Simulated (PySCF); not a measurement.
# GeCl (doublet): what the fields show

```yaml
atoms:
  - { symbol: Ge, position_ang: [0.0000, 0.0000, -0.7007] }
  - { symbol: Cl, position_ang: [0.0000, 0.0000, 1.4813] }
```

All numbers below come from PBE0/cc-pVTZ(-PP), non-relativistic Hamiltonian with scalar-relativistic core potentials where named, at a bond length of 2.182 Å (PySCF).

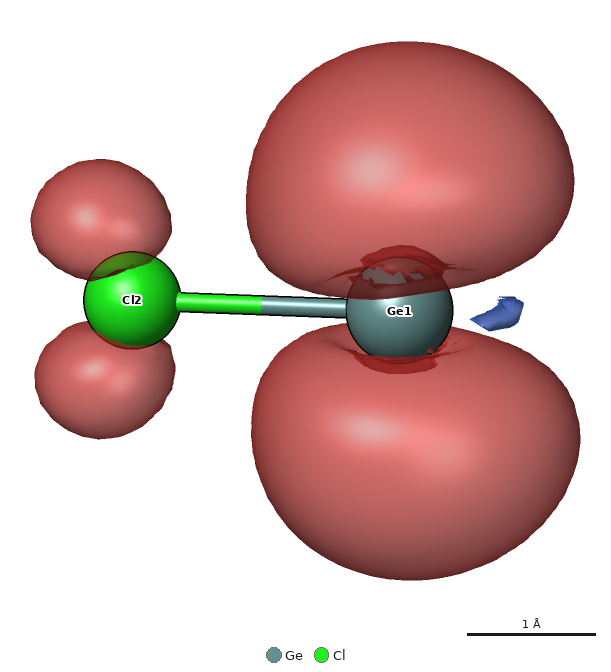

Figure 1. Isosurfaces of the spin density at +0.015 (red) and −0.015 e/Å³ (blue), seen from one side.

**Where is the unpaired spin?**

The unpaired spin (1 electron) lies mostly on Ge1 (about 0.9) and Cl2 (about 0.1), in electrons by Hirshfeld's partition.

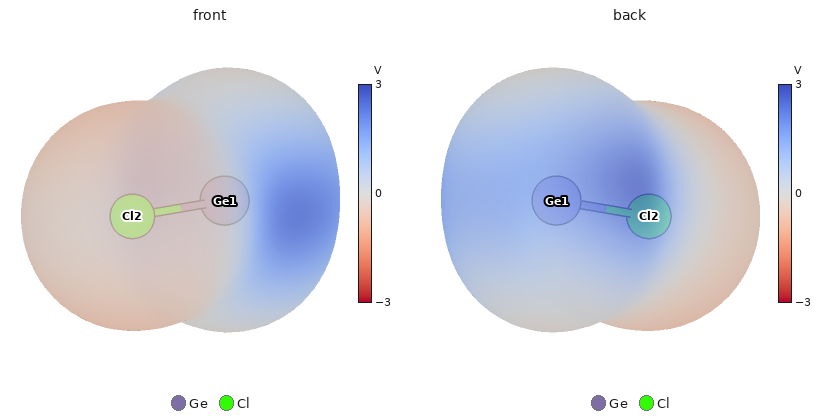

Figure 2. The molecular electrostatic potential painted on the density surface at 0.002 e/bohr³, seen from the front and from behind; the colour scale runs from red (negative) to blue (positive).

**Which sites attract a positive test charge, and which a negative one?**

A positive charge is drawn to the negative regions and a negative charge to the positive ones. The most negative region (about −0.6 V) lies over Cl2, the most positive (about +2.4 V) over Ge1.
